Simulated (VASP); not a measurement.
Band structure of Pt (space group Fm-3m). Calculation: r2SCAN+rVV10, VASP's PBE PAW potentials (set 64) (plane waves; VASP 6.6.1).

Unless said otherwise, spin-orbit coupling is left out, though it shifts the bands of the heavy elements here.

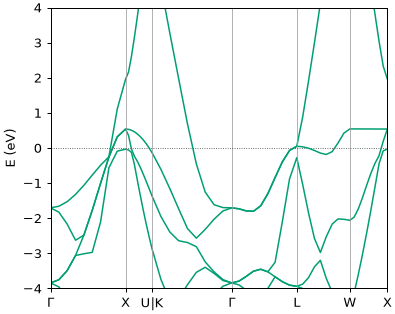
Figure: Bands along high-symmetry lines, zero at the valence-band maximum or, without a gap, the Fermi level

Read the plot: is there a gap, and where are the band edges?

It has no gap at this level: it comes out as a metal or semimetal.

The structure comes from a measured Pt entry (Fm-3m) of the Crystallography Open Database, whose conditions weren't checked. It was relaxed first.
